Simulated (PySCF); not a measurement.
**Ti: excitation energy in dyall-av2z**

Wanted: the excitation energy of titanium, up a ladder of methods.

The numbers are computed with PySCF 2.14.0 (unrestricted determinants in a Gaussian basis, no spin-orbit coupling in the energies), except any that are marked as measured or tabulated.

### Step 1. Starting point

```
Element                                   : titanium (Z = 22)
Basis                                     : dyall-av2z
Hamiltonian                               : no relativity, point nucleus
State 1                                   : Ti: [Ar] 3d2 4s1 5s1, high-spin 5F determinant (an excited configuration)
Needed too, but not shown                 : Ti [Ar] 3d2 4s2 (3F)
Methods                                   : UHF, LDA, PBE, PBE0, r2SCAN, B3LYP, wB97X-V, TPSS, PW91, MP2
Core shells frozen in the correlated runs : valence: [Ar] (for Ti)
```

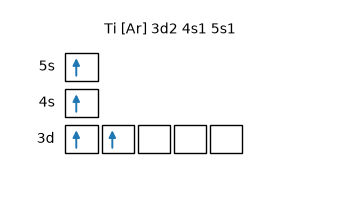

The shells outside the core, filled by Hund's rule for the drawing.

The runs were made by one driver on top of PySCF. The scripts below sum up each run's settings (the driver also hands on starting orbitals that pick excited configurations, and frozen orbitals as a list rather than a count), and the logs come from the driver's own runs. The driver starts from symmetry-adapted Hartree-Fock orbitals, holds the occupation by maximum overlap and uses a logarithmic radial grid for functionals, so a plain start would take other cycles.

The integrals over 101 functions and the set-up took 0.32 s of CPU time.

### Step 2. Ti [Ar] 3d2 4s1 5s1

#### UHF

Contents of input.py:

```python
from pyscf import gto, scf, dft, mp, cc
import basis_set_exchange as bse
mol = gto.M(atom="Ti 0 0 0", charge=0, spin=4, symmetry="D2h",
            basis=gto.basis.parse(bse.get_basis("dyall-av2z", elements=["Ti"], fmt="nwchem")))
mf = scf.UHF(mol)
mf.irrep_nelec = {'Ag': (6, 3), 'B1g': (1, 0), 'B1u': (2, 2), 'B2u': (2, 2), 'B3u': (2, 2)}
mf.kernel()
```

Log:

```text
damping factor = 0
level_shift factor = 0
DIIS = <class 'pyscf.scf.diis.CDIIS'>
diis_start_cycle = 1
diis_space = 10
diis_damp = 0
SCF conv_tol = 1e-09
SCF conv_tol_grad = None
number electrons alpha = 13  beta = 9
cycle= 1 E= -848.280345315415  delta_E= -0.0053  |g|= 0.0228  |ddm|= 0.0326
cycle= 2 E= -848.280495516533  delta_E= -0.00015  |g|= 0.00407  |ddm|= 0.00581
cycle= 3 E= -848.280501113213  delta_E= -5.6e-06  |g|= 0.000329  |ddm|= 0.00253
cycle= 4 E= -848.280501210829  delta_E= -9.76e-08  |g|= 0.000152  |ddm|= 0.00115
cycle= 5 E= -848.280501229336  delta_E= -1.85e-08  |g|= 2.85e-05  |ddm|= 0.000892
cycle= 6 E= -848.280501230245  delta_E= -9.09e-10  |g|= 4.26e-06  |ddm|= 0.000383
converged SCF energy = -848.280501230245  <S^2> = 6.0023269  2S+1 = 5.0009307
```

It used 3.5 s of CPU time after the integrals (shared host).

Orbital energies by shell (radii are means over both spins):

| shell | electrons | mean orbital energy (eV) | spread (eV) | rms radius (bohr) |
| --- | --- | --- | --- | --- |
| 1s α | 1 | -4991.2 | 0 | 0.0812 |
| 1s β | 1 | -4991.1 | 0 | 0.0812 |
| 2s α | 1 | -587.44 | 0 | 0.353 |
| 2s β | 1 | -586.39 | 0 | 0.353 |
| 2p α | 3 | -488.58 | 0 | 0.321 |
| 2p β | 3 | -487.65 | 0 | 0.321 |
| 3s α | 1 | -84.008 | 0 | 1.09 |
| 3s β | 1 | -80.160 | 0 | 1.09 |
| 3p α | 3 | -55.043 | 0 | 1.18 |
| 3p β | 3 | -50.580 | 0 | 1.18 |
| 3d α | 2 | -16.180 | 0 | 1.63 |
| 4s α | 1 | -9.968 | 0 | 3.51 |
| 5s α | 1 | -2.188 | 0 | 10.6 |

⟨S²⟩ = 6.002, ⟨L²⟩ = 12.03.

Spin-orbit constants on these orbitals (cm⁻¹; bare nucleus, screened nucleus, mean field): 3d 259.0, 141.3, 120.4. To first order in LS coupling the lowest level has J = 1 and lies 0.0298 eV below the centre of the term.

#### LDA

Changes to input.py:

```diff
@@ -4,3 +4,3 @@
             basis=gto.basis.parse(bse.get_basis("dyall-av2z", elements=["Ti"], fmt="nwchem")))
-mf = scf.UHF(mol)
+mf = dft.UKS(mol, xc="LDA,VWN")
 mf.irrep_nelec = {'Ag': (6, 3), 'B1g': (1, 0), 'B1u': (2, 2), 'B2u': (2, 2), 'B3u': (2, 2)}
```

Log:

```text
damping factor = 0
level_shift factor = 0
DIIS = <class 'pyscf.scf.diis.CDIIS'>
diis_start_cycle = 1
diis_space = 10
diis_damp = 0
SCF conv_tol = 1e-09
SCF conv_tol_grad = None
number electrons alpha = 13  beta = 9
XC functionals = LDA,VWN
    P. A. M. Dirac.,  Math. Proc. Cambridge Philos. Soc. 26, 376 (1930)
    F. Bloch.,  Z. Phys. 57, 545 (1929)
    S. H. Vosko, L. Wilk, and M. Nusair.,  Can. J. Phys. 58, 1200 (1980)
cycle= 1 E= -847.139595143644  delta_E= -0.0257  |g|= 0.0419  |ddm|= 0.99
cycle= 2 E= -847.139615273825  delta_E= -2.01e-05  |g|= 0.0163  |ddm|= 0.0759
cycle= 3 E= -847.139643990447  delta_E= -2.87e-05  |g|= 0.00779  |ddm|= 0.0288
cycle= 4 E= -847.139657272228  delta_E= -1.33e-05  |g|= 0.000367  |ddm|= 0.0105
cycle= 5 E= -847.139657309987  delta_E= -3.78e-08  |g|= 1.98e-05  |ddm|= 0.000449
cycle= 6 E= -847.139657310129  delta_E= -1.42e-10  |g|= 8.53e-07  |ddm|= 0.00011
converged SCF energy = -847.139657310129  <S^2> = 6.0000913  2S+1 = 5.0000365
```

It used 1.1 s of CPU time after the integrals (shared host).

#### PBE

Changes to input.py:

```diff
@@ -4,3 +4,3 @@
             basis=gto.basis.parse(bse.get_basis("dyall-av2z", elements=["Ti"], fmt="nwchem")))
-mf = dft.UKS(mol, xc="LDA,VWN")
+mf = dft.UKS(mol, xc="PBE")
 mf.irrep_nelec = {'Ag': (6, 3), 'B1g': (1, 0), 'B1u': (2, 2), 'B2u': (2, 2), 'B3u': (2, 2)}
```

Log:

```text
damping factor = 0
level_shift factor = 0
DIIS = <class 'pyscf.scf.diis.CDIIS'>
diis_start_cycle = 1
diis_space = 10
diis_damp = 0
SCF conv_tol = 1e-09
SCF conv_tol_grad = None
number electrons alpha = 13  beta = 9
XC functionals = PBE
    J. P. Perdew, K. Burke, and M. Ernzerhof.,  Phys. Rev. Lett. 77, 3865 (1996)
    J. P. Perdew, K. Burke, and M. Ernzerhof.,  Phys. Rev. Lett. 78, 1396 (1997)
    J. P. Perdew, K. Burke, and M. Ernzerhof.,  Phys. Rev. Lett. 77, 3865 (1996)
    J. P. Perdew, K. Burke, and M. Ernzerhof.,  Phys. Rev. Lett. 78, 1396 (1997)
cycle= 1 E= -848.964503653603  delta_E= -0.0146  |g|= 0.0099  |ddm|= 0.626
cycle= 2 E= -848.964529721552  delta_E= -2.61e-05  |g|= 0.00126  |ddm|= 0.119
cycle= 3 E= -848.964530581631  delta_E= -8.6e-07  |g|= 0.000558  |ddm|= 0.0156
cycle= 4 E= -848.964530654942  delta_E= -7.33e-08  |g|= 0.000147  |ddm|= 0.00315
cycle= 5 E= -848.96453066856  delta_E= -1.36e-08  |g|= 5.39e-05  |ddm|= 0.00217
cycle= 6 E= -848.964530670014  delta_E= -1.45e-09  |g|= 2.09e-06  |ddm|= 0.000459
cycle= 7 E= -848.964530670049  delta_E= -3.51e-11  |g|= 9.68e-08  |ddm|= 0.000147
converged SCF energy = -848.964530670049  <S^2> = 6.0002783  2S+1 = 5.0001113
```

CPU time 1.9 s on a shared host, the integrals not counted.

#### PBE0

Changes to input.py:

```diff
@@ -4,3 +4,3 @@
             basis=gto.basis.parse(bse.get_basis("dyall-av2z", elements=["Ti"], fmt="nwchem")))
-mf = dft.UKS(mol, xc="PBE")
+mf = dft.UKS(mol, xc="PBE0")
 mf.irrep_nelec = {'Ag': (6, 3), 'B1g': (1, 0), 'B1u': (2, 2), 'B2u': (2, 2), 'B3u': (2, 2)}
```

Log:

```text
damping factor = 0
level_shift factor = 0
DIIS = <class 'pyscf.scf.diis.CDIIS'>
diis_start_cycle = 1
diis_space = 10
diis_damp = 0
SCF conv_tol = 1e-09
SCF conv_tol_grad = None
number electrons alpha = 13  beta = 9
XC functionals = PBE0
    C. Adamo and V. Barone.,  J. Chem. Phys. 110, 6158 (1999)
    M. Ernzerhof and G. E. Scuseria.,  J. Chem. Phys. 110, 5029 (1999)
cycle= 1 E= -849.003467567394  delta_E= -0.00847  |g|= 0.0145  |ddm|= 0.39
cycle= 2 E= -849.003533335722  delta_E= -6.58e-05  |g|= 0.0094  |ddm|= 0.108
cycle= 3 E= -849.003552521973  delta_E= -1.92e-05  |g|= 0.00135  |ddm|= 0.0291
cycle= 4 E= -849.003553801765  delta_E= -1.28e-06  |g|= 0.000135  |ddm|= 0.0186
cycle= 5 E= -849.003553932889  delta_E= -1.31e-07  |g|= 4.47e-05  |ddm|= 0.00761
cycle= 6 E= -849.003553941621  delta_E= -8.73e-09  |g|= 5.69e-06  |ddm|= 0.00228
cycle= 7 E= -849.003553941722  delta_E= -1.01e-10  |g|= 2.43e-07  |ddm|= 0.000233
converged SCF energy = -849.003553941722  <S^2> = 6.0005901  2S+1 = 5.000236
```

It used 2.5 s of CPU time after the integrals (shared host).

#### r2SCAN

Changes to input.py:

```diff
@@ -4,3 +4,3 @@
             basis=gto.basis.parse(bse.get_basis("dyall-av2z", elements=["Ti"], fmt="nwchem")))
-mf = dft.UKS(mol, xc="PBE0")
+mf = dft.UKS(mol, xc="R2SCAN")
 mf.irrep_nelec = {'Ag': (6, 3), 'B1g': (1, 0), 'B1u': (2, 2), 'B2u': (2, 2), 'B3u': (2, 2)}
```

Log:

```text
damping factor = 0
level_shift factor = 0
DIIS = <class 'pyscf.scf.diis.CDIIS'>
diis_start_cycle = 1
diis_space = 10
diis_damp = 0
SCF conv_tol = 1e-09
SCF conv_tol_grad = None
number electrons alpha = 13  beta = 9
XC functionals = R2SCAN
    J. W. Furness, A. D. Kaplan, J. Ning, J. P. Perdew, and J. Sun.,  J. Phys. Chem. Lett. 11, 8208-8215 (2020)
    J. W. Furness, A. D. Kaplan, J. Ning, J. P. Perdew, and J. Sun.,  J. Phys. Chem. Lett. 11, 9248-9248 (2020)
    J. W. Furness, A. D. Kaplan, J. Ning, J. P. Perdew, and J. Sun.,  J. Phys. Chem. Lett. 11, 8208-8215 (2020)
    J. W. Furness, A. D. Kaplan, J. Ning, J. P. Perdew, and J. Sun.,  J. Phys. Chem. Lett. 11, 9248-9248 (2020)
cycle= 1 E= -849.160443856422  delta_E= -0.01  |g|= 0.0113  |ddm|= 0.465
cycle= 2 E= -849.160463501988  delta_E= -1.96e-05  |g|= 0.00298  |ddm|= 0.0956
cycle= 3 E= -849.160464986021  delta_E= -1.48e-06  |g|= 0.00256  |ddm|= 0.00624
cycle= 4 E= -849.160466459917  delta_E= -1.47e-06  |g|= 0.000162  |ddm|= 0.00427
cycle= 5 E= -849.160466468728  delta_E= -8.81e-09  |g|= 7.33e-06  |ddm|= 0.00119
cycle= 6 E= -849.160466468856  delta_E= -1.27e-10  |g|= 1.1e-06  |ddm|= 0.000226
converged SCF energy = -849.160466468856  <S^2> = 6.0007894  2S+1 = 5.0003158
```

It used 3.9 s of CPU time after the integrals (shared host).

#### B3LYP

Changes to input.py:

```diff
@@ -4,3 +4,3 @@
             basis=gto.basis.parse(bse.get_basis("dyall-av2z", elements=["Ti"], fmt="nwchem")))
-mf = dft.UKS(mol, xc="R2SCAN")
+mf = dft.UKS(mol, xc="B3LYP")
 mf.irrep_nelec = {'Ag': (6, 3), 'B1g': (1, 0), 'B1u': (2, 2), 'B2u': (2, 2), 'B3u': (2, 2)}
```

Log:

```text
damping factor = 0
level_shift factor = 0
DIIS = <class 'pyscf.scf.diis.CDIIS'>
diis_start_cycle = 1
diis_space = 10
diis_damp = 0
SCF conv_tol = 1e-09
SCF conv_tol_grad = None
number electrons alpha = 13  beta = 9
XC functionals = B3LYP
    P. J. Stephens, F. J. Devlin, C. F. Chabalowski, and M. J. Frisch.,  J. Phys. Chem. 98, 11623 (1994)
cycle= 1 E= -849.218303286091  delta_E= -0.0122  |g|= 0.0198  |ddm|= 0.544
cycle= 2 E= -849.218370067373  delta_E= -6.68e-05  |g|= 0.0142  |ddm|= 0.122
cycle= 3 E= -849.218407656947  delta_E= -3.76e-05  |g|= 0.0012  |ddm|= 0.0288
cycle= 4 E= -849.218408690302  delta_E= -1.03e-06  |g|= 0.000121  |ddm|= 0.0164
cycle= 5 E= -849.218408743584  delta_E= -5.33e-08  |g|= 2.71e-05  |ddm|= 0.00531
cycle= 6 E= -849.21840874424  delta_E= -6.56e-10  |g|= 3.16e-06  |ddm|= 0.000352
converged SCF energy = -849.21840874424  <S^2> = 6.000484  2S+1 = 5.0001936
```

It used 2.4 s of CPU time after the integrals (shared host).

#### wB97X-V

Changes to input.py:

```diff
@@ -4,3 +4,3 @@
             basis=gto.basis.parse(bse.get_basis("dyall-av2z", elements=["Ti"], fmt="nwchem")))
-mf = dft.UKS(mol, xc="B3LYP")
+mf = dft.UKS(mol, xc="WB97X_V")
 mf.irrep_nelec = {'Ag': (6, 3), 'B1g': (1, 0), 'B1u': (2, 2), 'B2u': (2, 2), 'B3u': (2, 2)}
```

Log:

```text
damping factor = 0
level_shift factor = 0
DIIS = <class 'pyscf.scf.diis.CDIIS'>
diis_start_cycle = 1
diis_space = 10
diis_damp = 0
SCF conv_tol = 1e-09
SCF conv_tol_grad = None
number electrons alpha = 13  beta = 9
XC functionals = WB97X_V
    N. Mardirossian and M. Head-Gordon.,  Phys. Chem. Chem. Phys. 16, 9904-9924 (2014)
NLC functional = WB97X_V
cycle= 1 E= -849.070940668332  delta_E= -0.00839  |g|= 0.0188  |ddm|= 0.198
cycle= 2 E= -849.071098703294  delta_E= -0.000158  |g|= 0.00913  |ddm|= 0.0951
cycle= 3 E= -849.071124487306  delta_E= -2.58e-05  |g|= 0.0022  |ddm|= 0.0419
cycle= 4 E= -849.071130971098  delta_E= -6.48e-06  |g|= 0.000532  |ddm|= 0.0325
cycle= 5 E= -849.071132567479  delta_E= -1.6e-06  |g|= 0.000167  |ddm|= 0.0223
cycle= 6 E= -849.071132772166  delta_E= -2.05e-07  |g|= 4.33e-05  |ddm|= 0.00919
cycle= 7 E= -849.071132789036  delta_E= -1.69e-08  |g|= 6.61e-06  |ddm|= 0.00288
cycle= 8 E= -849.071132789336  delta_E= -2.99e-10  |g|= 5.24e-07  |ddm|= 0.000391
converged SCF energy = -849.071132789336  <S^2> = 6.0005117  2S+1 = 5.0002047
```

CPU time 4.3 s on a shared host, the integrals not counted.

#### TPSS

Changes to input.py:

```diff
@@ -4,3 +4,3 @@
             basis=gto.basis.parse(bse.get_basis("dyall-av2z", elements=["Ti"], fmt="nwchem")))
-mf = dft.UKS(mol, xc="WB97X_V")
+mf = dft.UKS(mol, xc="TPSS")
 mf.irrep_nelec = {'Ag': (6, 3), 'B1g': (1, 0), 'B1u': (2, 2), 'B2u': (2, 2), 'B3u': (2, 2)}
```

Log:

```text
damping factor = 0
level_shift factor = 0
DIIS = <class 'pyscf.scf.diis.CDIIS'>
diis_start_cycle = 1
diis_space = 10
diis_damp = 0
SCF conv_tol = 1e-09
SCF conv_tol_grad = None
number electrons alpha = 13  beta = 9
XC functionals = TPSS
    J. Tao, J. P. Perdew, V. N. Staroverov, and G. E. Scuseria.,  Phys. Rev. Lett. 91, 146401 (2003)
    J. P. Perdew, J. Tao, V. N. Staroverov, and G. E. Scuseria.,  J. Chem. Phys. 120, 6898 (2004)
    J. Tao, J. P. Perdew, V. N. Staroverov, and G. E. Scuseria.,  Phys. Rev. Lett. 91, 146401 (2003)
    J. P. Perdew, J. Tao, V. N. Staroverov, and G. E. Scuseria.,  J. Chem. Phys. 120, 6898 (2004)
cycle= 1 E= -849.225455055385  delta_E= -0.0107  |g|= 0.0115  |ddm|= 0.421
cycle= 2 E= -849.225474285991  delta_E= -1.92e-05  |g|= 0.00368  |ddm|= 0.094
cycle= 3 E= -849.225476284213  delta_E= -2e-06  |g|= 0.0024  |ddm|= 0.0188
cycle= 4 E= -849.22547755115  delta_E= -1.27e-06  |g|= 6.54e-05  |ddm|= 0.00288
cycle= 5 E= -849.225477559219  delta_E= -8.07e-09  |g|= 8.94e-06  |ddm|= 0.0023
cycle= 6 E= -849.225477559443  delta_E= -2.23e-10  |g|= 4.4e-07  |ddm|= 0.000432
converged SCF energy = -849.225477559443  <S^2> = 6.0005199  2S+1 = 5.000208
```

It used 3.9 s of CPU time after the integrals (shared host).

#### PW91

Changes to input.py:

```diff
@@ -4,3 +4,3 @@
             basis=gto.basis.parse(bse.get_basis("dyall-av2z", elements=["Ti"], fmt="nwchem")))
-mf = dft.UKS(mol, xc="TPSS")
+mf = dft.UKS(mol, xc="PW91,PW91")
 mf.irrep_nelec = {'Ag': (6, 3), 'B1g': (1, 0), 'B1u': (2, 2), 'B2u': (2, 2), 'B3u': (2, 2)}
```

Log:

```text
damping factor = 0
level_shift factor = 0
DIIS = <class 'pyscf.scf.diis.CDIIS'>
diis_start_cycle = 1
diis_space = 10
diis_damp = 0
SCF conv_tol = 1e-09
SCF conv_tol_grad = None
number electrons alpha = 13  beta = 9
XC functionals = PW91,PW91
    J. P. Perdew. In P. Ziesche and H. Eschrig, editors, Proceedings of the 75. WE-Heraeus-Seminar and 21st Annual International Symposium on Electronic Structure of Solids, 11. Berlin, 1991. Akademie Verlag.
    J. P. Perdew, J. A. Chevary, S. H. Vosko, K. A. Jackson, M. R. Pederson, D. J. Singh, and C. Fiolhais.,  Phys. Rev. B 46, 6671 (1992)
    J. P. Perdew, J. A. Chevary, S. H. Vosko, K. A. Jackson, M. R. Pederson, D. J. Singh, and C. Fiolhais.,  Phys. Rev. B 48, 4978 (1993)
    J. P. Perdew. In P. Ziesche and H. Eschrig, editors, Proceedings of the 75. WE-Heraeus-Seminar and 21st Annual International Symposium on Electronic Structure of Solids, 11. Berlin, 1991. Akademie Verlag.
    J. P. Perdew, J. A. Chevary, S. H. Vosko, K. A. Jackson, M. R. Pederson, D. J. Singh, and C. Fiolhais.,  Phys. Rev. B 46, 6671 (1992)
    J. P. Perdew, J. A. Chevary, S. H. Vosko, K. A. Jackson, M. R. Pederson, D. J. Singh, and C. Fiolhais.,  Phys. Rev. B 48, 4978 (1993)
cycle= 1 E= -849.222929259129  delta_E= -0.016  |g|= 0.0176  |ddm|= 0.68
cycle= 2 E= -849.222955976854  delta_E= -2.67e-05  |g|= 0.0121  |ddm|= 0.105
cycle= 3 E= -849.222980706325  delta_E= -2.47e-05  |g|= 0.00213  |ddm|= 0.0211
cycle= 4 E= -849.222982126442  delta_E= -1.42e-06  |g|= 0.000365  |ddm|= 0.00664
cycle= 5 E= -849.222982181832  delta_E= -5.54e-08  |g|= 1.77e-05  |ddm|= 0.00276
cycle= 6 E= -849.22298218447  delta_E= -2.64e-09  |g|= 4.05e-06  |ddm|= 0.00123
cycle= 7 E= -849.222982184507  delta_E= -3.71e-11  |g|= 9.48e-08  |ddm|= 0.000138
converged SCF energy = -849.222982184507  <S^2> = 6.0002771  2S+1 = 5.0001108
```

It used 2.1 s of CPU time after the integrals (shared host).

### Step 3. Ti [Ar] 3d2 4s1 5s1, continued

#### MP2 (valence)

input.py, as its differences from that of step 2:

```diff
@@ -4,4 +4,5 @@
             basis=gto.basis.parse(bse.get_basis("dyall-av2z", elements=["Ti"], fmt="nwchem")))
-mf = dft.UKS(mol, xc="PW91,PW91")
+mf = scf.UHF(mol)
 mf.irrep_nelec = {'Ag': (6, 3), 'B1g': (1, 0), 'B1u': (2, 2), 'B2u': (2, 2), 'B3u': (2, 2)}
 mf.kernel()
+mp.UMP2(mf, frozen=9).kernel()
```

No log was kept for this step.

It used 0.15 s of CPU time after the integrals (shared host).

With 4 electrons correlated, the MP2 correlation energy is -0.01224 hartree (-0.01224 same spin, 0.00000 opposite spin); the SCS form gives -0.00408. Largest pairs of shells: 3d-4s -0.0054, 3d-3d -0.0044, 4s-5s -0.0018, 3d-5s -0.0006, 4s-4s 0.0000.

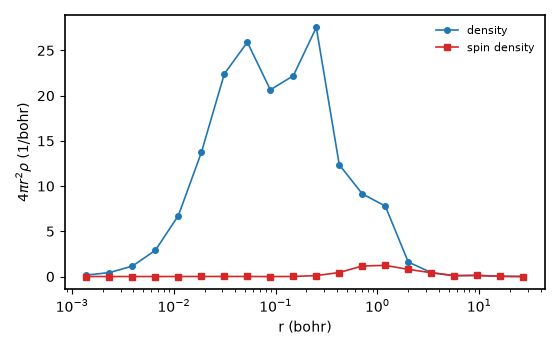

Radial density 4πr²ρ of Ti at UHF, at 20 stored radii joined by straight lines.

### Step 4. The energy differences

Excitation energy: Ti [Ar] 3d2 4s2 (3F) → Ti [Ar] 3d2 4s1 5s1 (5F).

```csv
method,value (eV)
UHF,3.340
LDA,4.415
PBE,4.196
PBE0,4.114
r2SCAN,4.029
B3LYP,4.434
wB97X-V,4.356
TPSS,4.155
PW91,4.220
MP2 (valence),4.039
SCS-MP2 (valence),4.242
```

The differences also use runs on Ti [Ar] 3d2 4s2 (3F), which are not shown here.

### Step 5. Results

```
                                quantity                              value
excitation energy, Ti → [Ar] 3d2 4s1 5s1  UHF 3.340, MP2 (valence) 4.039 eV
```

**Reading.** The methods span 1.094 eV, from UHF (3.340) to B3LYP (4.434). No reference value is at hand in this session. All values hold for this basis alone; no basis-set limit was taken.
